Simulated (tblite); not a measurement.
# C5H12BFSi2: frequency calculation

C5H12BFSi2, computed with GFN2-xTB harmonic vibrations, gas phase (tblite 0.8.0).

It belongs to a series of runs on one base structure; here: BH inserted into a C-Si bond.

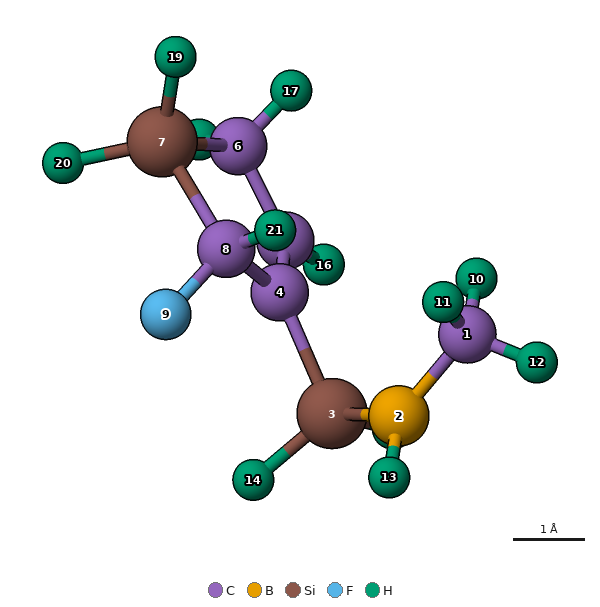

The structure (ball-and-stick view, seen at a tilt; atoms are numbered from 1 in the order of the input).

Input:
```
{"job": {"kind": "ir", "xc": "GFN2-xTB", "basis": "xTB"}, "charge": 0, "multiplicity": 1}
C      2.957009     0.171518     0.676406
B      2.612512    -0.385467    -0.753236
Si     1.013504     0.206256    -1.729021
C     -0.472857     0.184229    -0.550976
C     -1.365440     1.153434    -0.389094
C     -2.514322     0.980599     0.565408
Si    -2.444142    -0.863085     1.045167
C     -0.678789    -1.042069     0.298732
F     -0.511234    -2.201287    -0.460492
H      2.268593     0.920485     1.064876
H      2.997803    -0.646535     1.398425
H      3.959093     0.603914     0.686518
H      3.355215    -1.179883    -1.197536
H      0.603492    -0.595947    -2.896368
H      1.076623     1.599355    -2.222340
H     -1.289336     2.085309    -0.930038
H     -2.380325     1.639722     1.426887
H     -3.446662     1.289576     0.090210
H     -2.459840    -1.101384     2.490075
H     -3.401018    -1.699870     0.326289
H      0.111201    -1.101929     1.059635
```

The first line tells a small driver script what to run in tblite; the rest is the geometry in Å.

Run as:
```bash
OMP_NUM_THREADS=1 python <driver script> task.json out
```

What the program printed:
```
mode    cm-1     km/mol
  1      20.0      1.75
  2      29.3      0.80
  3      45.6      0.61
  4      65.7      1.29
  5      71.1      1.20
  6     140.5      1.86
  7     177.9      2.50
  8     246.8      3.77
  9     255.2      7.20
 10     295.6      1.90
 11     339.7      1.31
 12     409.7     50.21
 13     443.2     32.80
 14     481.4     51.84
 15     505.7      0.90
 16     538.6     23.43
 17     586.1     25.00
 18     616.1      5.99
 19     620.9      6.38
 20     638.3    116.71
 21     684.6    240.57
 22     713.7     35.66
 23     722.0    172.49
 24     743.7     44.43
 25     758.1    112.61
 26     763.5    161.42
 27     807.1     73.62
 28     814.5    185.93
 29     845.0      3.39
 30     849.3     20.89
 31    1008.6     56.48
 32    1024.6      7.80
 33    1026.0     12.45
 34    1074.7      5.74
 35    1081.6      9.20
 36    1123.8     76.05
 37    1159.3     10.49
 38    1216.8     22.10
 39    1266.9      1.96
 40    1276.7     11.56
 41    1377.9     34.89
 42    1459.4      6.80
 43    1484.9      0.92
 44    1491.5      6.80
 45    1677.0     85.76
 46    2130.0    392.14
 47    2177.3    298.53
 48    2260.3    338.85
 49    2299.4    291.73
 50    2611.3    139.32
 51    2873.1     47.99
 52    2942.6     33.52
 53    2975.5     15.91
 54    2978.3     33.07
 55    2995.5     24.20
 56    3016.6     27.80
 57    3069.7     44.75
```

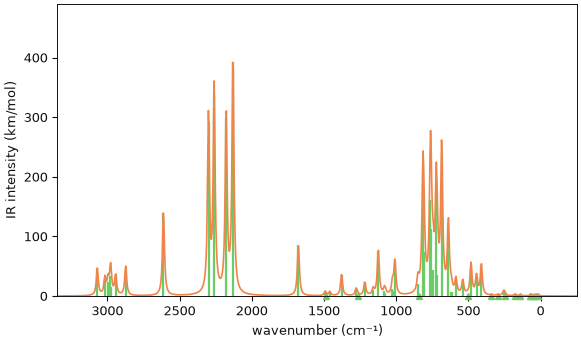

Harmonic infrared spectrum, unscaled: sticks (degenerate modes added up, dark ones marked on the axis) with a Lorentzian envelope of 16 cm⁻¹ full width, scaled to the tallest stick. 57 modes from 20 to 3070 cm⁻¹, none imaginary. The strongest line is at 2130 cm⁻¹ (392 km/mol).

Results in brief:

| quantity | value |
| --- | --- |
| outcome | converged |
| total energy | −712.5218 eV |
| zero-point energy | 93.3620 kcal/mol |
| hardware | 1 CPU thread, shared host |
| wall time | 2 s |
| peak memory | 0.18 GiB |
